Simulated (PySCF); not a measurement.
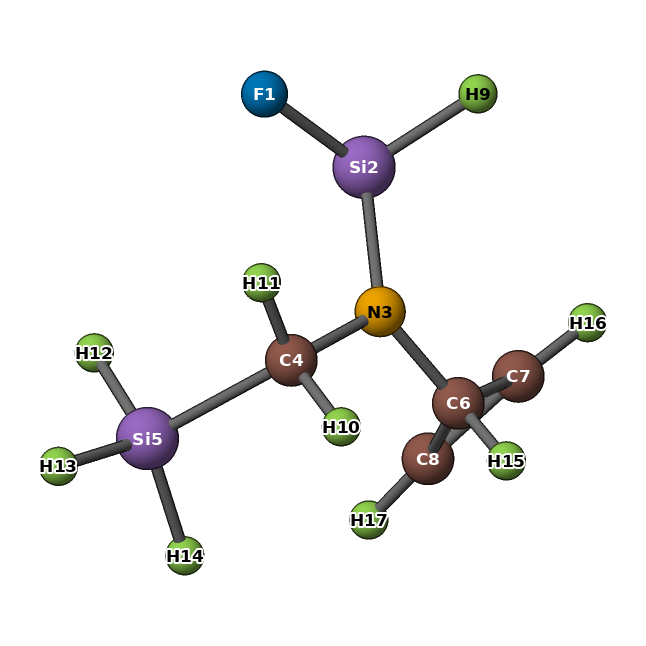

The questions are on Mulliken spin populations. Charge 0, doublet. The computed structure is the end point of a GFN2-xTB optimisation. No frequency run is at hand to confirm it as a minimum. Level of theory: UKS B3LYP, pcH-1 on C F H N Si, non-relativistic (PySCF 2.14.0).

Which atom carries the largest spin population?

Answer. Si2 (0.66 e).

Which atom has the lowest spin population?

Answer. C7 (−0.02 e); a negative value comes from spin polarisation.

List the Mulliken spin populations.

```
atom  value (e)
  F1       0.03
 Si2       0.66
  N3       0.16
  C4      −0.01
 Si5       0.01
  C6      −0.01
  C7      −0.02
  C8       0.04
  H9       0.12
 H10       0.01
 H11       0.00
 H12       0.00
 H13       0.00
 H14       0.00
 H15       0.01
 H16       0.00
 H17       0.00
```

Mulliken values depend strongly on the basis set. The geometry is semi-empirical. Around Si such bond lengths and angles can be off by a tenth of an ångström or more and by several degrees, and values that hang on the shape move with them.
